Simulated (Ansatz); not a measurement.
Consider GaP in the zinc blende structure (space group F-43m, No. 216; a = 5.439 Å).

Modification: full substitution Ga → In; the structure is relaxed again.

Level of theory: PBEsol/PAW in Ansatz (a program for electronic structure), scalar-relativistic without spin-orbit coupling, earlier PAW set.

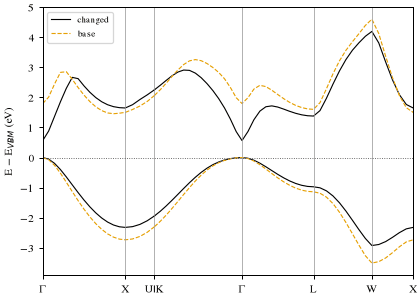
Highest valence and lowest conduction band along the path, each from its own valence-band maximum

From the figure, how large is the changed gap, and is it direct?

About 0.6 eV, direct at Γ.

Whether these cells are dynamically stable was not tested.
